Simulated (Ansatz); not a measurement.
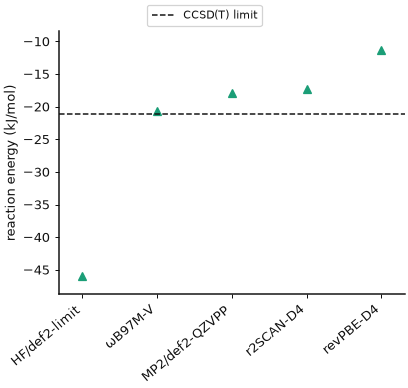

Electronic reaction energy of CH₆BGa (C[BH][GaH2]) + H₂ ([H][H]) → GaBH₄ ([BH2][GaH2]) + CH₄ (C) (SMILES in brackets) at several levels (functionals in def2-TZVPP unless a basis is named), isolated molecules at PBE0-D4 triple-zeta geometries, minima by their frequencies, no zero-point or thermal terms, the Ansatz code 0.2.0. The line is frozen-core CCSD(T) at the basis limit (MP2 extrapolated from triple and quadruple zeta, plus CCSD(T) less MP2 in a smaller set). The distance of MP2/def2-QZVPP to the limit includes basis error.

Question: Which level comes closest to the line (CCSD(T) limit), and which misses most?

Answer: Closest ωB97M-V (−20.7 kJ/mol), against −21.2 kJ/mol; farthest HF/def2-limit (−46.0 kJ/mol).

Question: Give the values.

Answer:
```csv
level,kJ/mol,less CCSD(T) limit
HF/def2-limit,−46.0,−24.8
ωB97M-V,−20.7,0.4
MP2/def2-QZVPP,−17.9,3.3
r2SCAN-D4,−17.3,3.8
revPBE-D4,−11.2,9.9
CCSD(T) limit,−21.2,0.0
```

Known limits of this run: no scalar relativity up to krypton; outer-core shells are correlated without core-valence functions, which makes the correlated values less sure.
